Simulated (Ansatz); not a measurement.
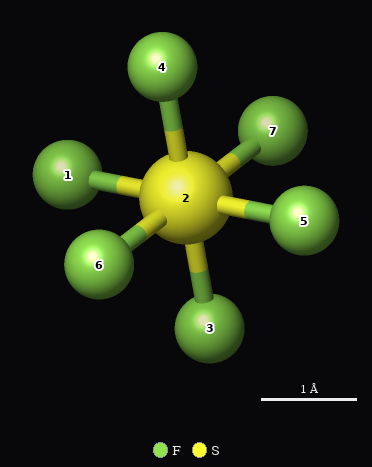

Figure 1. The input geometry (ball-and-stick view, seen at a tilt; atoms are numbered from 1 in the order of the input).

## Single-point calculation, with input and output: SF6

System: SF6, SMILES FS(F)(F)(F)(F)F.
Method: RKS B2PLYP (frozen core)/def2-TZVPP (Ansatz 0.2.0).

The geometry comes from this level: PBE0-D4/def2-TZVP.

The program's output:
```
Functional definition: B2PLYP
  name "B2PLYP"
  cite "Grimme, J. Chem. Phys. 124, 034108 (2006) doi:10.1063/1.2148954"
  cite "Becke, Phys. Rev. A 38, 3098 (1988) doi:10.1103/PhysRevA.38.3098"
  cite "Lee, Yang & Parr, Phys. Rev. B 37, 785 (1988) doi:10.1103/PhysRevB.37.785"
  parameter a = 0.53
  parameter c = 0.27
  exchange = (1 - a)*b88_x + a*exact_x
  correlation = (1 - c)*lyp_c + c*(mp2_os + mp2_ss)
1495 factors; integrals over basis functions are off by at most 1.4e-3 eV
mean field evaluation 1: about -27106.5273 eV, gradient 7.7e1 eV
mean field evaluation 2: about -27107.2012 eV, gradient 7.8e1 eV
mean field evaluation 4: about -27115.7950 eV, gradient 1.4e0 eV
mean field evaluation 8: about -27115.8586 eV, gradient 6.5e-2 eV
mean field evaluation 16: about -27115.8587 eV, gradient 5.3e-5 eV
mean field -27115.85866857 eV, -996.4894262807 hartree, gradient 5.6e-6 eV, S^2 0.000000; 0 other end points of the search recorded, 0 dependent functions left out
11 core orbitals not correlated: weight in the atoms' cores, before any rotation towards them, 1.000 or more for the frozen orbitals, at most 0.000 for the correlated occupied ones
reference -27115.85876735 eV, -996.4894299111 hartree; 24, 24 occupied and 193, 193 virtual orbitals, 1495 factors
second order -55.45066749 eV of doubles, -0.00000000 eV of singles
Total energy: -27130.83044758 eV, -997.0396290111 hartree
```

The run was set up as follows.

Input:
```yaml
crystal:
  periodic: [false, false, false]
  atoms:
    - {symbol: F, position_ang: [-0.566043, -1.308394, 0.646139]}
    - {symbol: S, position_ang: [-0.000000, 0.000004, -0.000000]}
    - {symbol: F, position_ang: [1.164639, 0.012533, 1.045590]}
    - {symbol: F, position_ang: [-1.164597, -0.012545, -1.045637]}
    - {symbol: F, position_ang: [0.565994, 1.308430, -0.646119]}
    - {symbol: F, position_ang: [-0.879255, 0.858880, 0.969041]}
    - {symbol: F, position_ang: [0.879262, -0.858899, -0.969014]}
basis:
  gaussian: {orbitals: def2-TZVPP}
hamiltonian: {xc: {name: B2PLYP}}
```

Launch command:
```bash
ansatz run in.yaml --threads 4 --pin off --events-out ev --progress --plain --max-ram 10444MiB
```

Key numbers:

```csv
quantity,value
outcome,converged
total energy,−27130.8304 eV
mean-field energy,−27115.8588 eV
SCF solution under orbital rotations,stable
hardware,"4 threads of AMD EPYC, 180 GiB of memory available, shared host"
wall time,14 s (CPU time 42 s)
peak memory,0.63 GiB
```
